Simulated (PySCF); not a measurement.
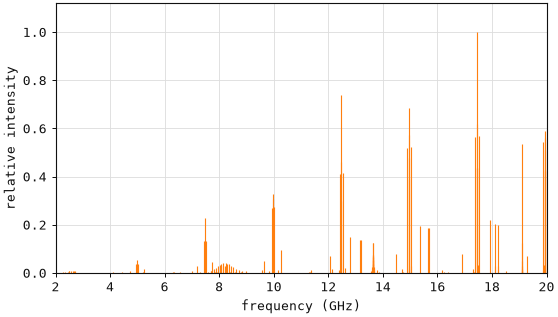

Simulated rotational absorption lines between 2 and 20 GHz at 2 K: rigid rotor with the equilibrium constants and dipole of one optimised conformer (PBE0-D3(BJ)/def2-SVP, PySCF 2.14.0), commonest isotopes; no centrifugal distortion, hyperfine structure, internal rotation or nuclear-spin weights; lines within 1 MHz of each other are summed.

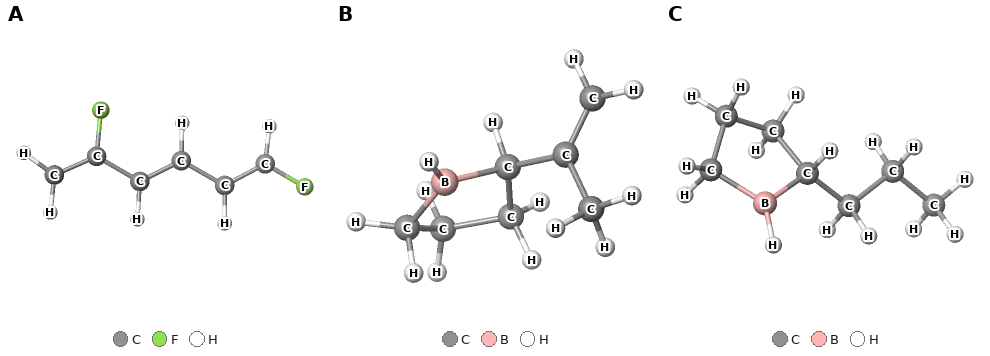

Which molecule gives this spectrum? Choose among the lettered structures.

Structure B, C₇H₁₃B, SMILES C=C(C)[C@@H]1BCCC1. Rotational constants A, B, C = 3.976, 1.258, 1.236 GHz, |μa|, |μb|, |μc| = 0.73, 0.20, 0.51 D.

Caveats: coarse grid, loose stop and no frequency check, small forces are noise and the end may be a saddle.
